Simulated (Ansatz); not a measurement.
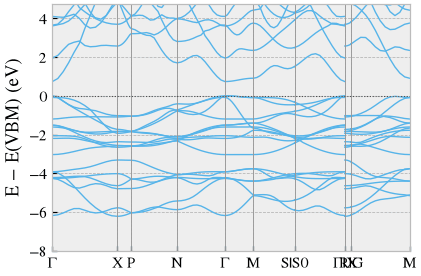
Figure: Band structure from r²SCAN in the plane-wave PAW code Ansatz

Task: Read off the gap and where the band edges lie.

Result: About 0.7 eV (0.74 eV by a search for the band edges); maximum at Γ, minimum at Γ.

Task: Pick the material that matches.
A) HgBr, I4/mmm (Hg on 4e, Br on 4e)
B) Rb2NiO2, I4/mmm (Rb on 4e, Ni on 2a, O on 4e)
C) Si, I4/mmm (Si on 8h)
D) BaCu2S2, I4/mmm (Ba on 2a, Cu on 4d, S on 4e)

Result: D, BaCu2S2, I4/mmm (Ba on 2a, Cu on 4d, S on 4e)

The workflow started from a Materials Project entry (that database holds measured and hypothetical structures alike); the Crystallography Open Database copy checked does not list it. COD files the formula under space group No. 33, 62, so this cell is another polymorph or a model. Whether it is the stable phase at ambient conditions was not checked. The cell was relaxed with r²SCAN under the symmetry of its start; its stability against distortions is not shown here. No spin polarisation was allowed. Scalar-relativistic: spin–orbit coupling is off unless named, which matters more the heavier the elements.

Potentials: the later of the program's two PAW sets.
